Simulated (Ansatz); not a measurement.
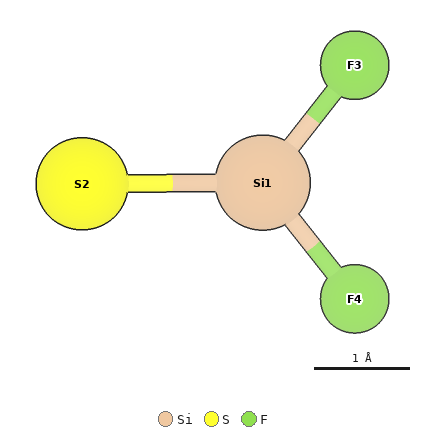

The input geometry (ball-and-stick view, seen at a tilt; atoms are numbered from 1 in the order of the input).

## Run report: SiSF2, single-point calculation

System: SiSF2.
Method: direct RPA on PBE orbitals, frozen core/def2-TZVPP (Ansatz 0.2.0).

The geometry comes from this level: PBE0-D4/def2-TZVP.

**Log**
```
Functional definition: PBE
  name "PBE"
  cite "Perdew, Burke & Ernzerhof, Phys. Rev. Lett. 77, 3865 (1996) doi:10.1103/PhysRevLett.77.3865"
  parent pbe
  parameter kappa = 0.804
  parameter beta = 0.06672455060314922
  exchange = pbe_x(kappa = kappa, mu = beta*pi^2/3)
  correlation = pbe_c(beta = beta)
906 factors; integrals over basis functions are off by at most 9.9e-4 eV
mean field evaluation 1: about -24135.8313 eV, gradient 5.0e1 eV
mean field evaluation 2: about -24135.8273 eV, gradient 5.0e1 eV
mean field evaluation 4: about -24139.5089 eV, gradient 1.1e1 eV
mean field evaluation 8: about -24139.7873 eV, gradient 2.1e-1 eV
mean field evaluation 16: about -24139.7869 eV, gradient 3.2e-5 eV
mean field -24139.78694362 eV, -887.1208076426 hartree, gradient 6.6e-6 eV, S^2 0.000000; 0 other end points of the search recorded, 0 dependent functions left out
12 core orbitals not correlated: weight in the atoms' cores, before any rotation towards them, 1.000 or more for the frozen orbitals, at most 0.000 for the correlated occupied ones
reference -24096.94319832 eV, -885.5463290434 hartree; 12, 12 occupied and 122, 122 virtual orbitals, 906 factors
Total energy: -24129.04901583 eV, -886.7261960748 hartree
```

The run was set up as follows.

**Input**
```yaml
crystal:
  periodic: [false, false, false]
  atoms:
    - {symbol: Si, position_ang: [-0.723060, -0.171240, 0.910270]}
    - {symbol: S, position_ang: [-1.407333, 1.595220, 0.629652]}
    - {symbol: F, position_ang: [-1.229225, -1.522663, 0.290770]}
    - {symbol: F, position_ang: [0.479865, -0.618405, 1.815446]}
basis:
  gaussian: {orbitals: def2-TZVPP}
hamiltonian: {xc: pbe}
correlation: {method: rpa}
```

Command:
```bash
ansatz run in.yaml --threads 4 --pin off --events-out ev --progress --plain --max-ram 9574MiB
```

**Summary**

```json
{"quantity": "outcome", "value": "converged"}
{"quantity": "total energy", "value": "−24129.0490 eV"}
{"quantity": "mean-field energy", "value": "−24096.9432 eV"}
{"quantity": "SCF solution under orbital rotations", "value": "stable"}
{"quantity": "hardware", "value": "4 threads of Arm Neoverse V2, 23 GiB of memory available, shared host"}
{"quantity": "wall time", "value": "1.4 s (CPU time 4.8 s)"}
{"quantity": "peak memory", "value": "0.49 GiB"}
```
